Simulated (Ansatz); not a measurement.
Reaction (SMILES): O=BF → F atom + [B]=O (B-O)
B3LYP-D3(BJ)/def2-TZVP geometries, fixed; electronic energies without zero-point terms.

Basis-set convergence of the bond dissociation energy at PBE with Ansatz (a quantum-chemistry and plane-wave program). Cartesian d functions, on some or all atoms, in 6-31G**, 6-31+G*; all else is spherical. The program fits the integrals of some runs and decomposes those of others, by size. Open shells are unrestricted. No added dispersion term, no relativity. Functions are those of the species that has most. Reference: the value in aug-pcseg-3, 165.34 kcal/mol, itself unsure by roughly 0.09 kcal/mol (its mean distance from aug-cc-pVQZ, cc-pV5Z, def2-QZVPPD). Deviations are taken from unrounded values.

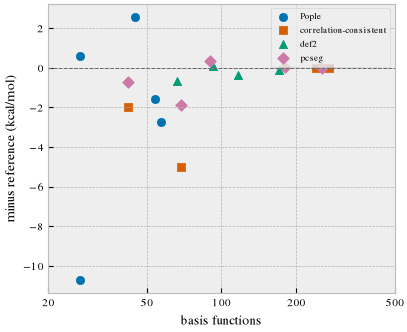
Figure. Deviation from the reference against the number of basis functions, by family of sets.

| basis | functions | bond dissociation energy (kcal/mol) | minus reference (kcal/mol) |
|---|---|---|---|
| 3-21G | 27 | 165.94 | 0.60 |
| 6-31G | 27 | 154.63 | -10.71 |
| cc-pVDZ | 42 | 163.36 | -1.98 |
| pcseg-1 | 42 | 164.62 | -0.72 |
| 6-31G** | 45 | 167.90 | 2.56 |
| 6-311G** | 54 | 163.77 | -1.57 |
| 6-31+G* | 57 | 162.62 | -2.72 |
| def2-SVPD | 66 | 164.67 | -0.67 |
| aug-cc-pVDZ | 69 | 160.35 | -4.99 |
| aug-pcseg-1 | 69 | 163.44 | -1.90 |
| pcseg-2 | 90 | 165.67 | 0.33 |
| def2-TZVPP | 93 | 165.45 | 0.11 |
| def2-TZVPPD | 117 | 164.98 | -0.36 |
| def2-QZVPP | 171 | 165.21 | -0.13 |
| pcseg-3 | 180 | 165.38 | 0.04 |
| aug-cc-pVQZ | 240 | 165.34 | 0.00 |
| aug-pcseg-3 | 255 | 165.34 | 0.00 |
| cc-pV5Z | 273 | 165.31 | -0.03 |
